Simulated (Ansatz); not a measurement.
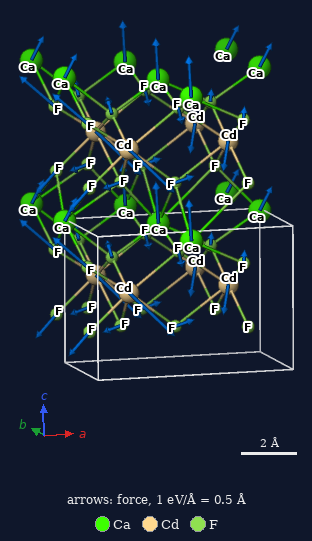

Starting geometry of a crystal of CaCdF4 (built on the NaHoF4-123 type type) with the computed forces as blue arrows. The picture is a ball-and-stick view of the cell of the calculation, repeated 1 × 2 × 2 with one cell outlined, seen slightly off an axis.

Case: shaken.

These are results of DFT, PBEsol, plane waves, PAW (Ansatz 0.2.0), not measurements. Settings: plane-wave cutoff 420 eV; k-point mesh 2 × 4 × 4; occupations fermi dirac; smearing width 0.05 eV; no spin polarisation; cell and atoms relaxed; force threshold 0.01 eV/Å; at most 120 steps.

> Is this structure relaxed? If not, where do the atoms go?

It isn't relaxed: the largest force vector, on a Cd atom, is 4.85 eV/Å. The final displacements follow the starting forces only in part (cosine between the two patterns 0.72). Over 5 accepted moves (7 points after the start) the energy falls by 2.762 eV per cell of the calculation. The largest force component goes from 3.4 to 0.00068 eV/Å. Pressure: 5.69 GPa at the start and −0.01 GPa at the end. At 2 points the geometry stayed and the basis and grid were re-selected for the new cell (energy shift of 7.4 meV per cell of the calculation at most each time). A Ca atom moves most relative to the cell: 0.45 Å along [1 −1 3]. Largest moves by element: Ca 0.45 Å, F 0.34 Å, Cd 0.26 Å. The volume changes by −1.5 %, with a 7.658 → 7.643 Å (−0.2 %), b 3.880 → 3.823 Å (−1.5 %), c 5.398 → 5.404 Å (+0.1 %), α 89.8° → 90.0°, β 90.4° → 90.0°, γ 89.0° → 90.0°. Among the contacts that change: Ca–F 3.027 → 2.340 Å, Ca–F 2.738 → 2.341 Å, Cd–F 2.000 → 2.340 Å, Ca–F 2.061 → 2.341 Å. Bond angles that change, for instance: Ca–F–Ca 137.9° → 109.5°, Cd–F–Ca 128.1° → 109.5°, Ca–F–Cd 93.1° → 109.5°. The space group (tolerance 0.01 Å) goes from P1 (No. 1) to P4/mmm (No. 123).
